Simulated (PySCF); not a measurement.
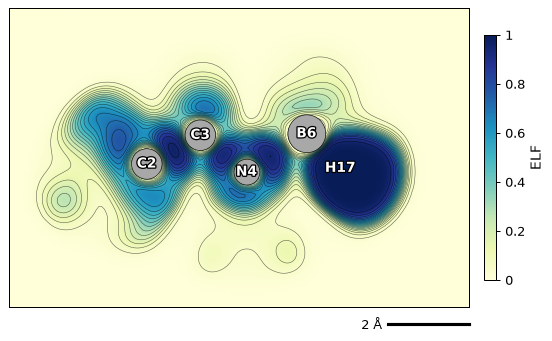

*C4H12BNO. Electron localisation function on the plane of atoms C2, C3 and N4. Grey discs cover the atomic cores.*

Geometry: GFN2-xTB.

Theory: wB97X-D/def2-SVPD, SCF density, gas phase (PySCF 2.14.0).

The calculation's input:

```
{"job": {"kind": "uv", "xc": "wB97X-D", "basis": "def2-SVPD", "nstates": 8, "ntriplets": 3}, "charge": 0, "multiplicity": 1}
C      2.934258    -0.051924    -0.156864
C      1.784383     0.249475    -0.731431
C      0.526009    -0.538899    -0.517716
N     -0.369708     0.051843     0.483497
C     -0.774628     1.412171     0.154084
B     -1.762415    -1.000204     0.696785
O     -2.369070    -1.091658    -0.576754
H      3.825452     0.530898    -0.316461
H      3.034323    -0.906843     0.492420
H      1.713663     1.107109    -1.387233
H      0.764639    -1.547161    -0.176291
H     -0.051756    -0.623018    -1.441310
H      0.089217     0.045044     1.390184
H      0.073155     2.100840     0.133337
H     -1.494885     1.756298     0.893659
H     -1.254732     1.404008    -0.823414
H     -2.376050    -0.431972     1.555676
H     -1.252256    -2.022758     1.025708
H     -3.049402    -0.433997    -0.705340
```

Launched as:

```sh
OMP_NUM_THREADS=1 python probes_run.py task.json out
```

What do the fields say about this system?

- Atoms in the plane: C, N, B and H.
- C–N (1.47 Å): the ELF peaks at about 0.95 between the atoms, as expected for a covalent bond.
- C–C (1.50 Å): the ELF peaks at about 0.95 between the atoms (a covalent bond).
